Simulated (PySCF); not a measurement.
Molecule: C₃H₅GeNO, SMILES [GeH3][c]1ccno1, singlet.

Simulated rotational absorption lines between 26 and 40 GHz at 2 K: rigid rotor with the equilibrium constants and dipole of one optimised conformer (PBE0-D3(BJ)/def2-SVP, PySCF), commonest isotopes; no centrifugal distortion, hyperfine structure, internal rotation or nuclear-spin weights; lines within 1 MHz of each other are summed. Lines of different type are drawn apart.

> What are the rotational constants, and what kind of rotor is it?

Rotational constants A, B, C = 8.802, 1.246, 1.107 GHz; Ray's κ = −0.96, a near-prolate asymmetric top.

> Assign the strongest lines, as J(Ka,Kc).

| GHz | upper | lower | type | relative intensity |
| --- | --- | --- | --- | --- |
| 32.73 | 4(2,2) | 3(1,3) | b | 1.00 |
| 31.87 | 4(2,3) | 3(1,2) | b | 0.99 |
| 35.40 | 5(2,3) | 4(1,4) | b | 0.99 |
| 33.94 | 5(2,4) | 4(1,3) | b | 0.98 |
| 30.15 | 3(2,1) | 2(1,2) | b | 0.94 |
| 29.72 | 3(2,2) | 2(1,1) | b | 0.93 |

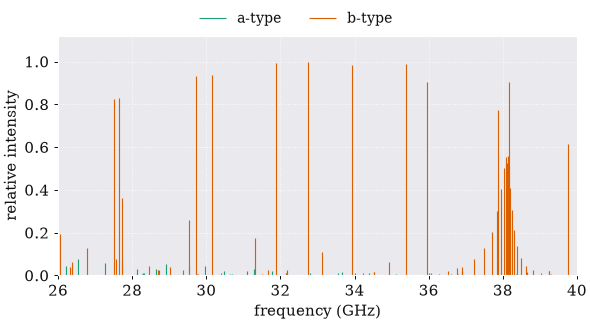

Note: coarse grid, loose stop and no frequency check, small forces are noise and the end may be a saddle.
